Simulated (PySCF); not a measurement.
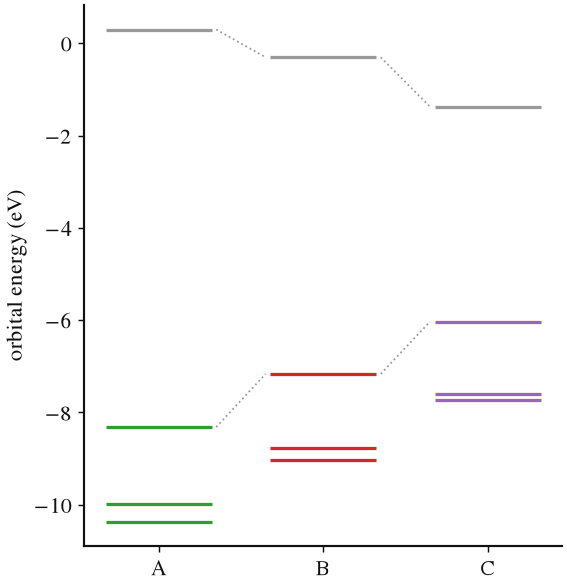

Frontier orbital energies of CH₅ClSSi, SMILES CS[SiH2]Cl at one geometry, PySCF 2.14.0, at a PBE0-D3(BJ)/def2-SVP geometry (no frequency check). Empty levels are grey, levels within 0.1 eV stand side by side; all columns show the same few orbitals around the gap. Dotted lines join the HOMOs and the LUMOs.

> The columns come from BHandHLYP/def2-SVPD, PBE/def2-SVPD and PBE0/6-31G(d). Which is which?

A: BHandHLYP/def2-SVPD (HOMO −8.32, LUMO 0.30, separation 8.61 eV)
B: PBE0/6-31G(d) (HOMO −7.17, LUMO −0.31, separation 6.86 eV)
C: PBE/def2-SVPD (HOMO −6.03, LUMO −1.38, separation 4.65 eV)

Caveats, for all or some of the runs: empty levels above zero depend strongly on the basis; one conformer of a flexible molecule.
